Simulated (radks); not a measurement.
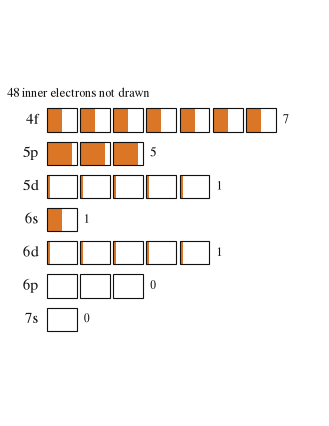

**Figure 1.** The outer shells as the input fills them: a box for each of the 2l + 1 orbitals, shaded by the share of the shell that is filled, with the electron count at the right.

Gd⁺: atomic calculation

The gadolinium ion Gd⁺ in the configuration [Kr] 4d10 4f7 5s2 5p5 5d1 6s1 6d1 (high spin). Computed at this level: scalar-relativistic Kohn-Sham, SCAN, spin-polarised, spherical densities, finite nucleus (the in-house radial solver radks).

Key numbers:

| quantity | value |
| --- | --- |
| outcome | converged |
| total energy | −11271.0819 hartree |
| kinetic energy | 12101.8646 hartree |
| electron–nucleus energy | −27460.5100 hartree |
| Hartree energy | 4337.2955 hartree |
| exchange–correlation energy | −249.731920 hartree |
| radius at density 0.001 e/bohr³ | 4.72 bohr |
| SCF iterations | 15 |
| hardware | 1 CPU thread, shared host |

Input file:
```
Z 64
configuration [Kr] 4d10 4f7 5s2 5p5 5d1 6s1 6d1 6p0 7s0
relativity scalar-relativistic
functional scan,scan
spin polarised
nucleus finite rms 5.1569 fm
c 137.035999084
```

Energies in input and log are in hartree, lengths in bohr (the nuclear radius in fm).

The program's output:
```
1s      1   1.0000       -1844.22521845
2s      1   1.0000        -305.74668274
2p      1   3.0000        -271.99104713
3s      1   1.0000         -68.57082097
3p      1   3.0000         -58.03832266
3d      1   5.0000         -44.13384881
4s      1   1.0000         -14.48194870
4p      1   3.0000         -10.99202053
4d      1   5.0000          -6.15748055
4f      1   7.0000          -0.94661421
5s      1   1.0000          -2.42411328
5p      1   3.0000          -1.56322598
5d      1   1.0000          -0.54866216
6s      1   1.0000          -0.50150551
6d      1   1.0000          -0.14060062
6p      1   0.0000          -0.31615717
7s      1   0.0000          -0.16811385
1s      2   1.0000       -1844.22157997
2s      2   1.0000        -305.73904675
2p      2   3.0000        -271.98363618
3s      2   1.0000         -68.44984421
3p      2   3.0000         -57.91272812
3d      2   5.0000         -44.02983990
4s      2   1.0000         -14.19705675
4p      2   3.0000         -10.70673640
4d      2   5.0000          -5.86340583
4f      2   0.0000          -0.64646070
5s      2   1.0000          -2.27521468
5p      2   2.0000          -1.42356700
5d      2   0.0000          -0.38616356
6s      2   0.0000          -0.33540659
6d      2   0.0000          -0.06364883
6p      2   0.0000          -0.19425390
7s      2   0.0000          -0.08370585
Etot -11271.081870646645
Ekin 12101.86459282317
Encl -27460.510045784333
Eh 4337.295502681387
Exc -249.73192036687095
err 4.994183590829828e-06
it 15
```

Orbitals:

| orbital | occupation | energy (eV) | ⟨r⟩ (bohr) | outer maximum (bohr) |
| --- | --- | --- | --- | --- |
| 1s up | 1 | −50183.9 | 0.02191 | 0.0139 |
| 1s down | 1 | −50183.8 | 0.02191 | 0.0139 |
| 2s up | 1 | −8319.8 | 0.09323 | 0.0789 |
| 2s down | 1 | −8319.6 | 0.09323 | 0.0789 |
| 2p up | 3 | −7401.3 | 0.08236 | 0.0640 |
| 2p down | 3 | −7401.1 | 0.08236 | 0.0640 |
| 3s up | 1 | −1865.9 | 0.2441 | 0.224 |
| 3s down | 1 | −1862.6 | 0.2438 | 0.224 |
| 3p up | 3 | −1579.3 | 0.2429 | 0.220 |
| 3p down | 3 | −1575.9 | 0.2426 | 0.220 |
| 3d up | 5 | −1200.9 | 0.2214 | 0.180 |
| 3d down | 5 | −1198.1 | 0.2210 | 0.180 |
| 4s up | 1 | −394.074 | 0.5526 | 0.516 |
| 4s down | 1 | −386.322 | 0.5532 | 0.516 |
| 4p up | 3 | −299.108 | 0.5846 | 0.538 |
| 4p down | 3 | −291.345 | 0.5855 | 0.538 |
| 4d up | 5 | −167.554 | 0.6355 | 0.559 |
| 4d down | 5 | −159.551 | 0.6373 | 0.559 |
| 5s up | 1 | −65.963 | 1.314 | 1.18 |
| 5s down | 1 | −61.912 | 1.341 | 1.20 |
| 5p up | 3 | −42.538 | 1.524 | 1.34 |
| 5p down | 2 | −38.737 | 1.541 | 1.35 |
| 4f up | 7 | −25.759 | 0.8360 | 0.566 |
| 5d up | 1 | −14.930 | 2.206 | 1.81 |
| 6s up | 1 | −13.647 | 3.221 | 2.91 |
| 6d up | 1 | −3.826 | 6.713 | 6.07 |

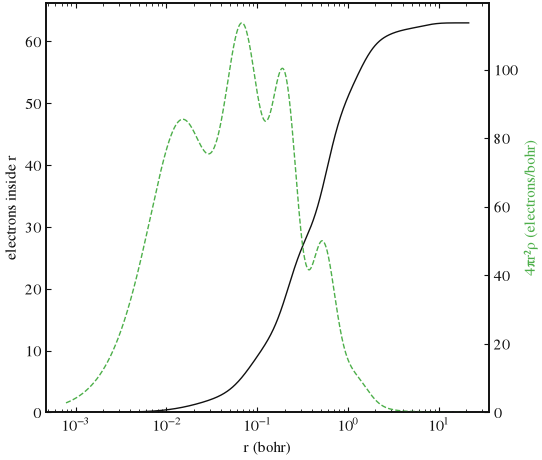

**Figure 2.** The number of electrons inside radius r (solid) and the radial density 4πr²ρ (dashed). The count levels off at 63 electrons. Half of them lie within 0.422 bohr, 90 % within 1.51 bohr and 99 % within 5.98 bohr. The radial density has minima at 0.0291, 0.124 and 0.371 bohr, where the count stands at 1.9, 11.2 and 29.3; these part the shells that the density resolves.

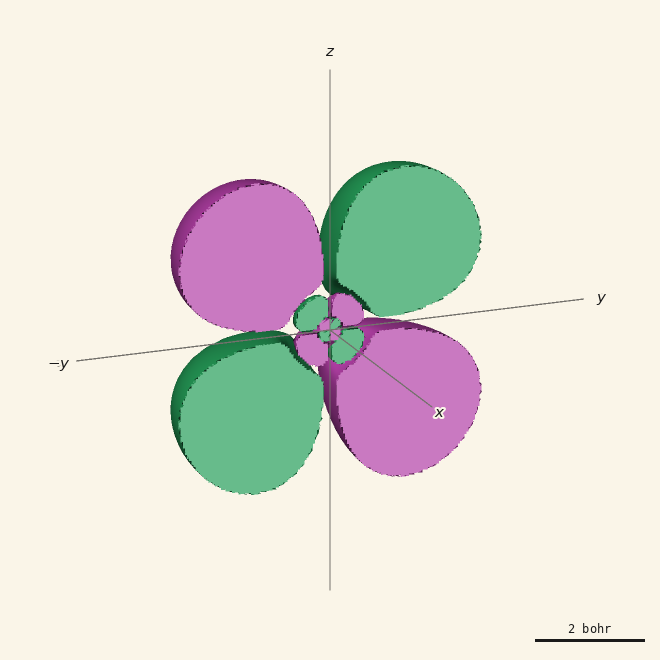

**Figure 3.** One occupied orbital of up spin is shown. The surface of constant |ψ| that holds about 85 % of the electron is drawn, green where ψ is positive and pink where it is negative, with the half in front of the yz plane cut away and the cut face painted. The radial function comes from the spherical calculation and is multiplied by a real spherical harmonic; the overall sign is chosen so that the largest lobe of P(r) is positive; at the scalar-relativistic level it is the large component. It is 5d(yz) of up spin. It has the nodal planes xy and xz and 2 radial nodes, at r = 0.258 and 0.785 bohr. The outermost maximum of P² lies at 1.81 bohr, ⟨r⟩ = 2.21 bohr, 90 % of the charge lies within 3.36 bohr, and the eigenvalue is −14.9 eV, with 1 electron in the shell for this spin.

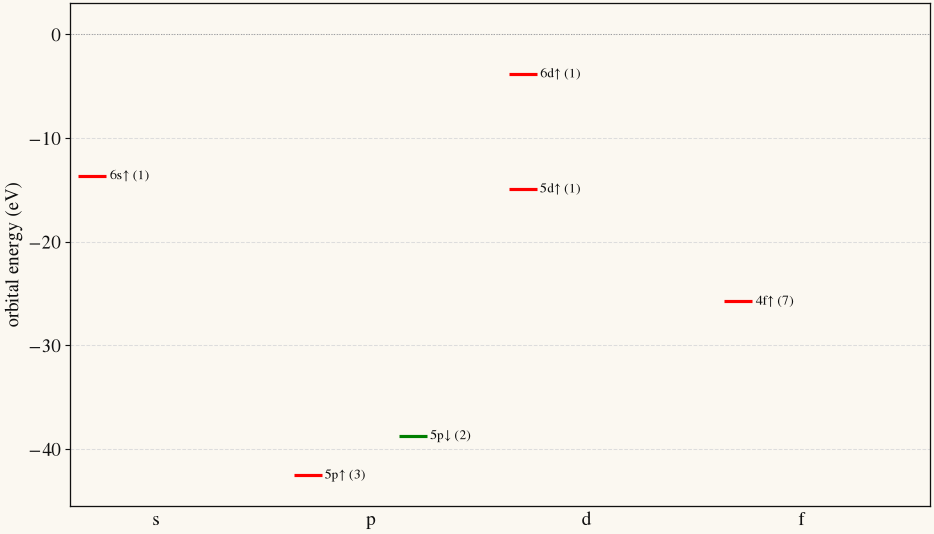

**Figure 4.** The outer levels are drawn (occupations in brackets, up spins at the left of each column and down spins at the right). The highest occupied level is 6d up at −3.83 eV. The highest 3 occupied levels, from the top down, are 6d up (−3.83 eV), 6s up (−13.6 eV), 5d up (−14.9 eV). The largest exchange splitting (down less up) among the shells drawn in both spins is that of 5p, 3.80 eV.

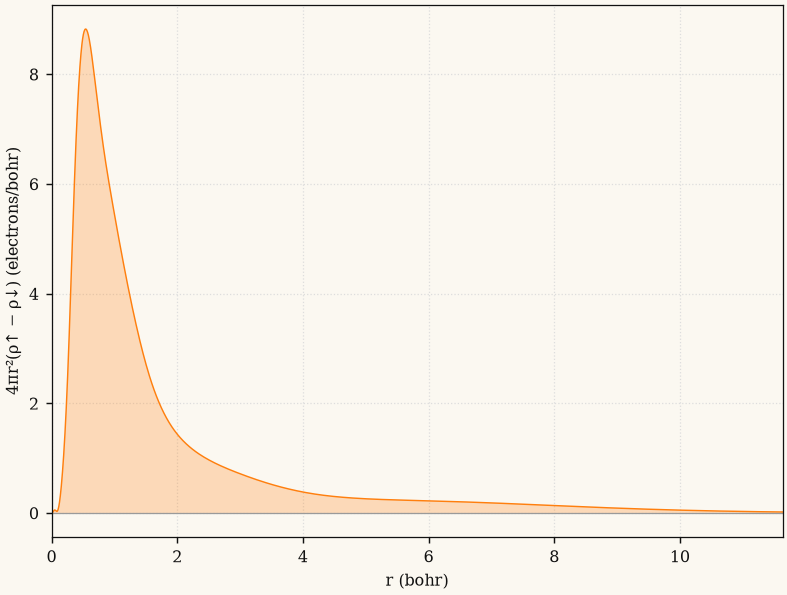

**Figure 5.** The radial spin density. The curve integrates to 11 unpaired electrons, held by 4f (+7), 5p (+1), 5d (+1), 6s (+1) and 6d (+1). Its largest value, 8.83 electrons/bohr, lies near r = 0.54 bohr. Regions of the opposite sign are negligible.
